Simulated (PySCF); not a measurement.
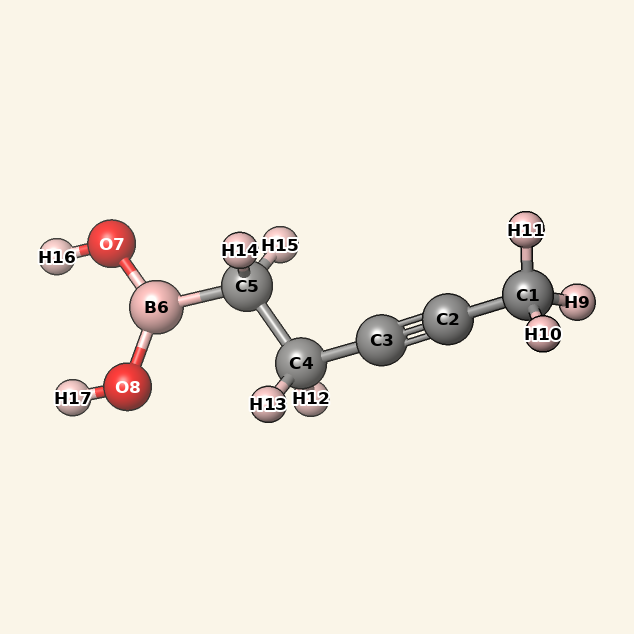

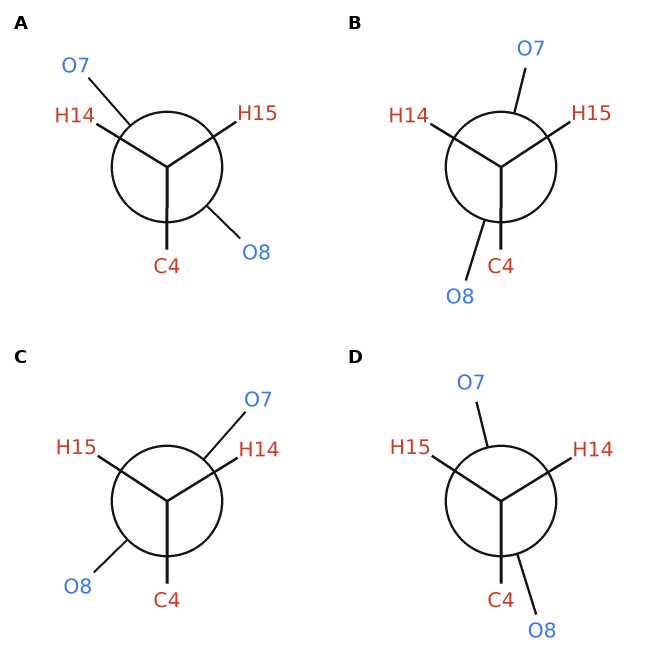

Depth is shown by fading: the farther an atom, the more it takes the colour of the background. Bonds that would overlap in a projection are set slightly apart. Geometry: an end point of a reaction path computed with GFN2-xTB.

### Which Newman projection shows the view along C5–B6, with C5 in front?

B. The torsion angle C4–C5–B6–O7 is −166°, antiperiplanar (anti).
